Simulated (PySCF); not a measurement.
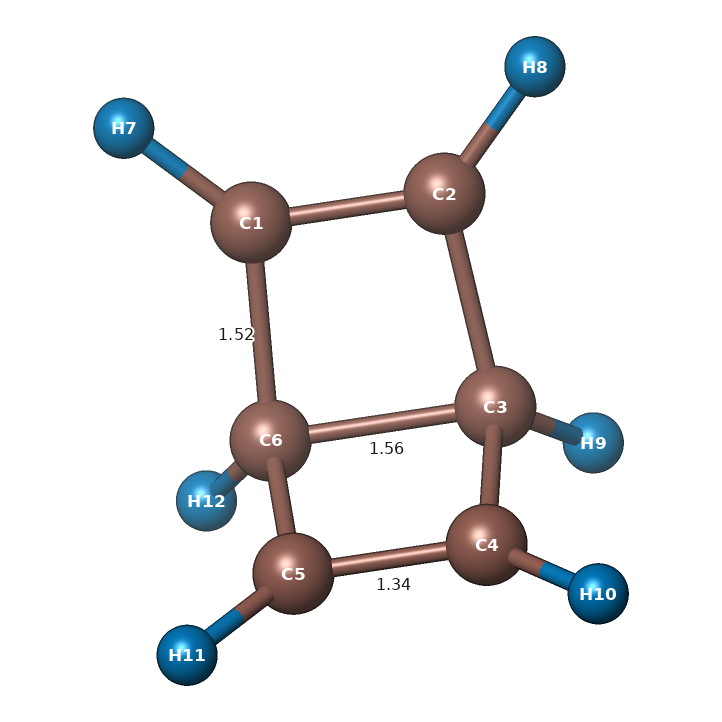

Bond lengths are marked in Å; every bond is drawn as one stick. Computed geometry: PBE0-D3(BJ)/def2-SVP optimisation. No frequency run is at hand to confirm it as a minimum.

Question: Which of the marked bonds are single, double, triple or aromatic?

Answer: C1–C6 single; C3–C6 single; C4–C5 double.

Question: Write the SMILES.

Answer: C1=CC2C=CC12
